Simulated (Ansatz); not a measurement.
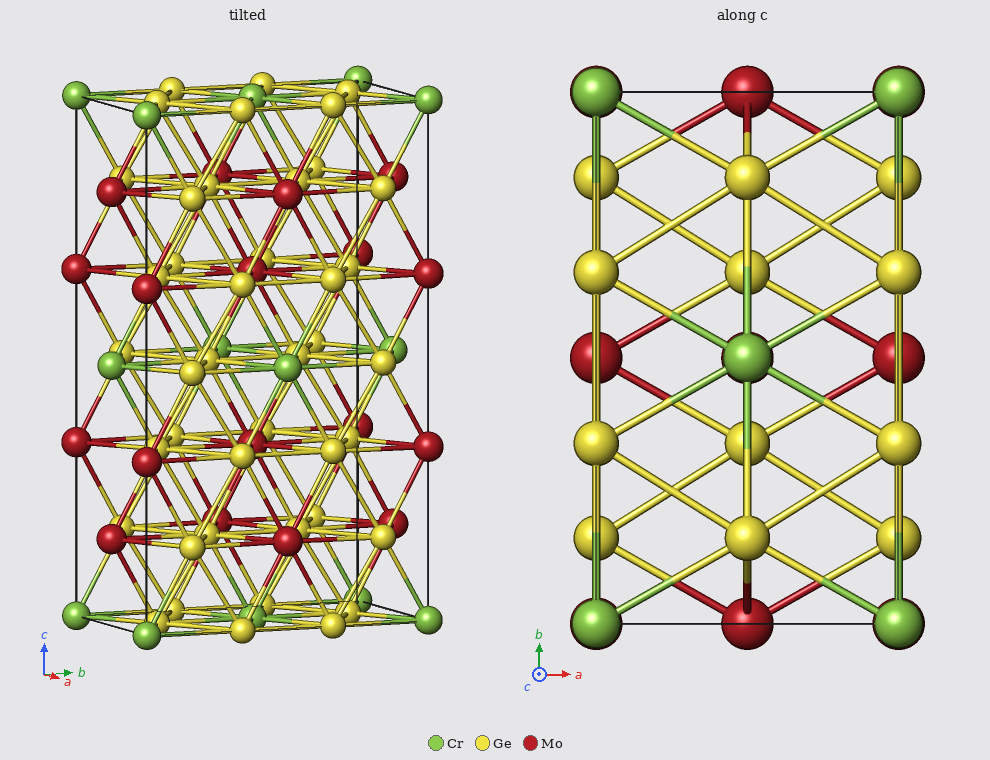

This ball-and-stick model is shown slightly off an axis and along the c axis. The conventional unit cell is outlined; an atom on or near a face, edge or corner is repeated at each equivalent position.

CrGe₆Mo₂, space group Fmmm (No. 69), a = 4.678 Å, b = 8.224 Å, c = 14.022 Å, α = 90.00°, β = 90.00°, γ = 90.00°. The structure was taken from a structure type filled with these elements by a generator (whether the compound takes this form wasn't checked). Earlier steps of the study may have refined or changed the cell and positions. Ansatz was used for an electronic-structure calculation on it.

This one geometry was computed with Ansatz (DFT, plane waves, PAW) at three levels of theory: PBE, r2SCAN and PBEsol.

> Which level gives the highest pressure at this volume, and what does that say about its equilibrium volume?

Highest: PBE (0.0 GPa), which points to the largest equilibrium volume. Lowest, with the smallest volume: PBEsol (-6.0 GPa). Levels within 0.5 GPa of each other can't be told apart.

> How does the band gap change with the level of theory?

All levels give a metal.

> Collect the results in a table.

| level | cutoff (eV) | k-mesh of the run's cell | gap (eV) | pressure (GPa) |
| --- | --- | --- | --- | --- |
| PBE | 420 | 10×10×10 | metal | 0.0 |
| r2SCAN | 500 | 10×10×10 | metal | -4.0 |
| PBEsol | 420 | 10×10×10 | metal | -6.0 |

Gaps are taken on the k-mesh or band path of each run.
